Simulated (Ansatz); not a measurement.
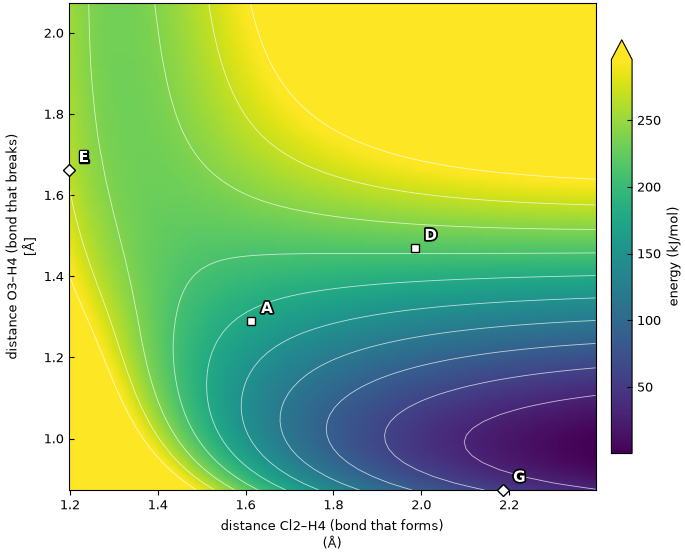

The reacting system Cl3HOSi (fragments Cl₃HOSi where the first distance is long, Cl₂OSi + ClH where the second is long). First axis: distance Cl2–H4 (bond that forms). Second axis: distance O3–H4 (bond that breaks). Relaxed at each point: all other coordinates. Grid: 8 × 8 points. Points are written as (first, second). Energies: kJ/mol, counted from the lowest grid point. The reference is spin-restricted, so regions where a bond is pulled apart into radicals lie too high. Computed with RKS B3LYP-D4/def2-SVP in Ansatz.

The picture shows a smooth colour map with a few white contour lines, one colour for all values above the top of the scale, lettered points. Between grid points the surface is interpolated.

What kind of point is each of A, D: minimum, saddle, maximum or slope?

A: on a slope; D: on a slope. (In these two coordinates alone; a stationary point may lie a little off the grid point.)

Rank the lettered points by energy, lowest first.

G (54 kJ/mol), A (174 kJ/mol), D (215 kJ/mol), E (267 kJ/mol).
